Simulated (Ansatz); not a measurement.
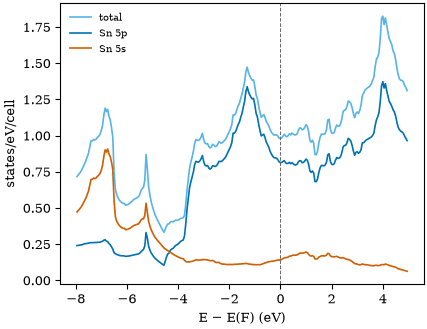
*Total and projected density of states of Sn (β-Sn type, I4_1/amd), the program Ansatz at the PBE level (PAW)*

Problem. Which orbitals carry the states next to the Fermi level?

Solution. Within 0.5 eV of the Fermi level: Sn 5p 83 %, Sn 5s 15 %. Projections are on Löwdin-orthogonalised atomic valence shells; empty p or d shells of many metals are not among them.

Problem. Where is the tallest occupied peak in this window, and what makes it?

Solution. Near -1.3 eV, about 1.5 states/eV per cell; the largest projected share is Sn 5p.

Symmetry was held in the PBE relaxation. Scalar-relativistic: spin–orbit coupling is off unless named, which matters more the heavier the elements.

Potentials: the later of the program's two PAW sets.
